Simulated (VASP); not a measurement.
Band structure of BeSe (zinc blende). All values below come from AM05 GGA, VASP's PBE PAW potentials (set 64) (plane waves; VASP).

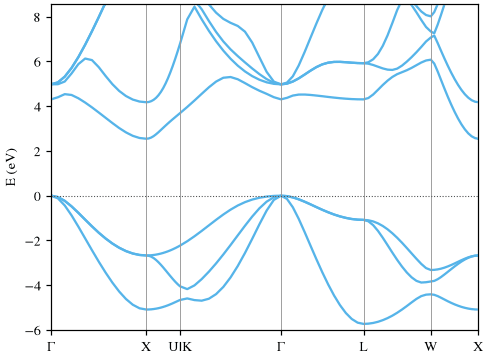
*Bands along high-symmetry lines, zero at the valence-band maximum or, without a gap, the Fermi level*

### Question
Read the plot: is there a gap, and where are the band edges?

### Answer
The gap is indirect, 2.55 eV, from the valence maximum at Γ to the conduction minimum at X. (Edges off the drawn lines would not show.)

Measured: gap 4.00 eV (computed value off by -1.45 eV), as given by Das et al., (2018), arXiv:1807.05623.

The compound is BeSe in the zinc blende structure. It was relaxed first.
